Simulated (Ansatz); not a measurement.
System: H3Si···HF (doublet).

```xyz
6

Si    0.0005    0.0000   -0.2919
H    -0.0090    0.0000    2.3339
H     1.4275    0.0000   -0.7089
H    -0.7125    1.2355   -0.7108
H    -0.7125   -1.2355   -0.7108
F     0.0074    0.0000    3.2698
```

Level of theory: UKS PBE0/6-31G* (Ansatz).

> What will maps of the electron density, electron localisation function and spin density show?

Si–H (1.49 Å): ρ at the midpoint is about 0.79 e/Å³; the ELF climbs to about 1 towards the hydrogen, as it does in any bond to H.
The unpaired spin (1 electron) lies mostly on Si1 (about 0.8) and H2 (about 0.1), in electrons by Hirshfeld's partition.

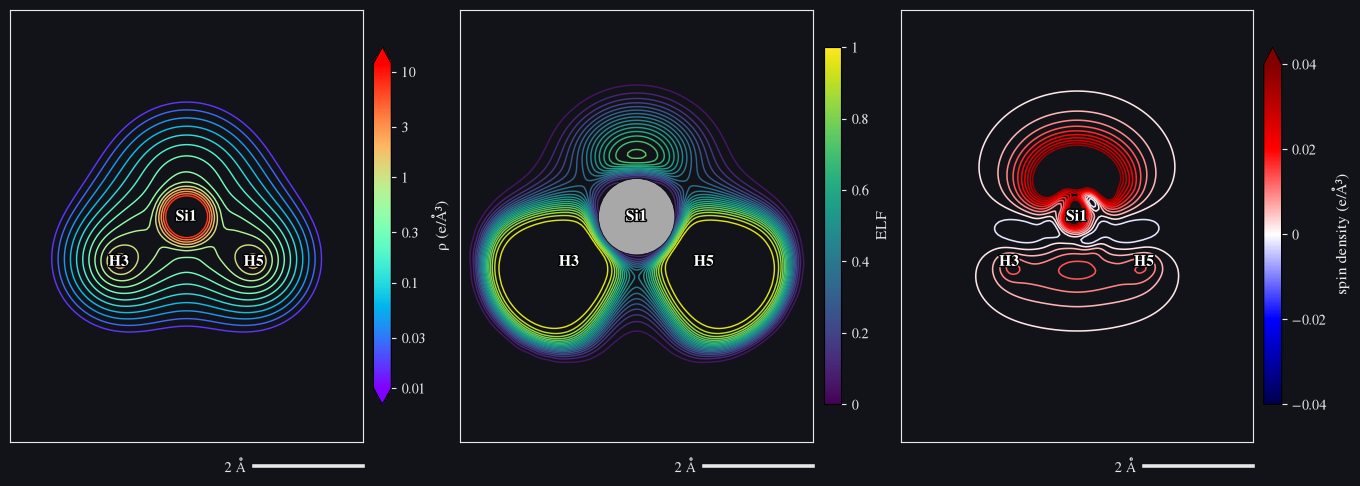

Computed electron density, electron localisation function and spin density on the plane of atoms H3, Si1 and H5, in this order. Grey discs cover the atomic cores in the ELF map. 
